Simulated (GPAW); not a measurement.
# Surface energy and work function of V(110) from slabs of 3 to 12 layers (LDA)

How do energy and work function of V(110) films settle with thickness, and what surface energy follows?

Set-up. GPAW 26.7.0, plane waves at 450 eV with PAW setups; symmetric 1×1 slabs cut at the tabulated lattice constant (two decimals; low-temperature values for the alkali metals), atoms at bulk places, 7.5 Å of vacuum on each side, one in-plane mesh for all thicknesses, Fermi-Dirac smearing of 0.1 eV. Energies are extrapolated to zero smearing and count from the program's reference atoms. Functional LDA. The cell's area is 6.449 Å².

What came out, but for one run:

| layers | energy (eV) | work function (eV) |
| --- | --- | --- |
| 3 | −26.0649 | 5.00 |
| 4 | −35.5600 | 5.00 |
| 5 | −45.0356 | 4.98 |
| 6 | −54.5153 | 4.98 |
| 7 | −63.9997 | 4.99 |
| 8 | −73.4854 | 4.99 |
| 9 | −82.9683 | 4.99 |
| 10 | −92.4505 | 4.99 |
| 11 | −101.9344 | 4.98 |
| 12 | ? | ? |

**Question.** What surface energy do these runs give, and what energy and work function should the 12-layer slab have?

**Working.** A slab of n layers has E(n) = nε + 2Aγ once its middle is bulk-like. A line through n = 6 to 11 has the slope ε = −9.4837 eV a layer and the intercept 2Aγ = 2.3862 eV (r.m.s. residual 0.9 meV). So γ = 2.3862 / (2 × 6.449 Å²) = 0.1850 eV/Å² = 2.96 J/m², with a standard error of under 0.01 J/m² from the scatter about the line. For 12 layers: 2.3862 + 12 × (−9.4837) = −111.419 eV; the run gives −111.418 eV, 0.7 meV over the line. The work function has no such law: from 6 to 11 layers it moves between 4.98 and 4.99 eV (mean 4.99), and the 12-layer slab gives 4.99 eV. The thinnest slab, 3 layers, lies +0.01 eV from that mean.

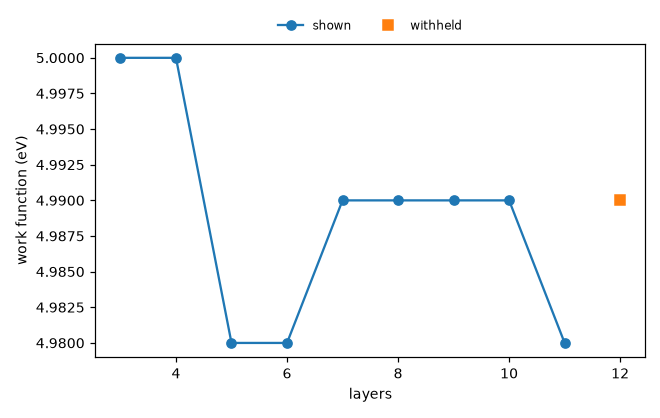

Work function against thickness.

**Limits.** The surfaces are unrelaxed, so γ is an upper bound for this functional and lattice constant. The tabulated lattice constant isn't the functional's own, which strains the slab a little. The runs had no spin polarisation.
